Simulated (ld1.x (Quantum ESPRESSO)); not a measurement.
## Pseudopotential generation for Ga (part 2 of 2)

Continued. System: gallium (Ga, Z = 31), core [Ne] 3s2, reference valence 3p6 3d10 4s1 4p0 (an ion of charge +2), valence charge 19. Method: TM potential, PBEsol, scalar-relativistic, made with ld1.x (Quantum ESPRESSO) 7.5.

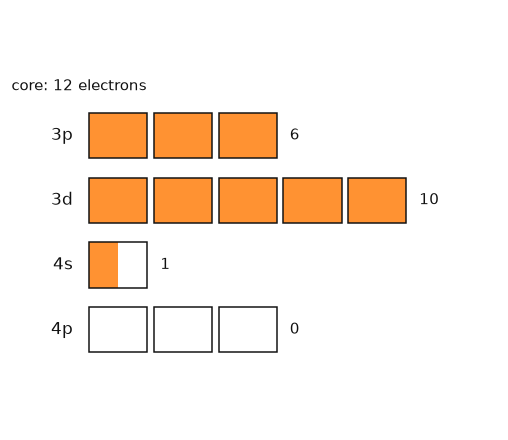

The valence shells of the reference configuration: a box for each of the 2l + 1 orbitals, shaded by the share of the shell that is filled, with the electron count at the right.

## Output of the test run (extracts), continued
```
     ---------------------- End of pseudopotential test ----------------------

     ---------------------- Testing the pseudopotential ----------------------

     Ga
     scalar relativistic calculation

     atomic number is 31.00   valence charge is 19.00
     dft =PBESOL   lsd =0 sic =0 latt =0  beta=0.20 tr2=1.0E-14
     mesh =1205 r(mesh) = 101.09016 xmin = -7.00 dx = 0.01250

     n l     nl             e AE (Ry)        e PS (Ry)    De AE-PS (Ry)
     2 1     3P   1( 6.00)       -7.95971       -8.20488        0.24517  !
     3 2     3D   1( 9.00)       -2.06276       -2.24338        0.18063  !
     1 0     4S   1( 2.00)       -0.83508       -0.94478        0.10970  !
     3 1     4P   1( 2.00)       -0.28580       -0.24375       -0.04204  !

     eps = 7.9E-15  iter = 14

     Etot =   -3883.426295 Ry,   -1941.713147 Ha,  -52836.706433 eV
     Etotps =  -402.130737 Ry,    -201.065369 Ha,   -5471.267407 eV
     dEtot_ae =      -0.477292 Ry
     dEtot_ps =      -0.238823 Ry,   Delta E=      -0.238469 Ry

     Ekin =     221.657173 Ry,     110.828586 Ha,    3015.799472 eV
     Encl =    -565.253975 Ry,    -282.626988 Ha,   -7690.672125 eV
     Ehrt =     315.552050 Ry,     157.776025 Ha,    4293.304361 eV
     Ecxc =     -63.046407 Ry,     -31.523204 Ha,    -857.790072 eV
     (Ecc =     -23.395393 Ry,     -11.697696 Ha,    -318.310535 eV)
     Epseu=    -311.039578 Ry,    -155.519789 Ha,   -4231.909043 eV

     ---------------------- End of pseudopotential test ----------------------

     ---------------------- Testing the pseudopotential ----------------------

     Ga
     scalar relativistic calculation

     atomic number is 31.00   valence charge is 19.00
     dft =PBESOL   lsd =0 sic =0 latt =0  beta=0.20 tr2=1.0E-14
     mesh =1205 r(mesh) = 101.09016 xmin = -7.00 dx = 0.01250

     n l     nl             e AE (Ry)        e PS (Ry)    De AE-PS (Ry)
     2 1     3P   1( 6.00)       -7.52454       -7.75016        0.22562  !
     3 2     3D   1(10.00)       -1.67167       -1.89469        0.22302  !
     1 0     4S   1( 0.00)       -0.80807       -0.93732        0.12925  !
     3 1     4P   1( 3.00)       -0.29572       -0.28181       -0.01391  !

     eps = 8.3E-15  iter = 20

     Etot =   -3883.935722 Ry,   -1941.967861 Ha,  -52843.637543 eV
     Etotps =  -402.577810 Ry,    -201.288905 Ha,   -5477.350138 eV
     dEtot_ae =      -0.986720 Ry
     dEtot_ps =      -0.685896 Ry,   Delta E=      -0.300824 Ry

     Ekin =     231.430629 Ry,     115.715314 Ha,    3148.774115 eV
     Encl =    -568.191204 Ry,    -284.095602 Ha,   -7730.635153 eV
     Ehrt =     321.739235 Ry,     160.869617 Ha,    4377.485296 eV
     Ecxc =     -63.999072 Ry,     -31.999536 Ha,    -870.751733 eV
     (Ecc =     -23.395393 Ry,     -11.697696 Ha,    -318.310535 eV)
     Epseu=    -323.557398 Ry,    -161.778699 Ha,   -4402.222665 eV

     ---------------------- End of pseudopotential test ----------------------
```

## Results in brief

- outcome: generated
- cutoffs needed: 160 Ry and 230 Ry (the cutoffs, on a coarse ladder, from which the occupation-weighted sum of valence levels, in a spherical-Bessel basis at the reference potential, stays within 10 and 1 mRy of its value at 400 Ry); ghost states and empty shells don't enter this sum
- ghost test: no ghost state below the valence levels in the p, d, s, f channels (spherical-Bessel basis up to 400 Ry, 20 bohr box)
- largest excitation error: -4093 meV (all-electron minus pseudo) for 3p6 3d10 4s0 4p3, out of 7 test configurations
- range over which the phases arctan(r u′/u) at the test radius agree within 0.05 rad (a looser test near the poles than one of phase shifts): s: up to about 2.6 Ry; p: up to about -3.0 Ry; d: up to about -1.0 Ry
- hardware: 1 CPU thread, shared host
- wall time: 1.9 s

## Notes

An excitation error of 4093 meV in its own tests makes this a poorly transferable potential. In the reference test the empty 4p level comes out at −1.132 Ry against −1.297 Ry all-electron.
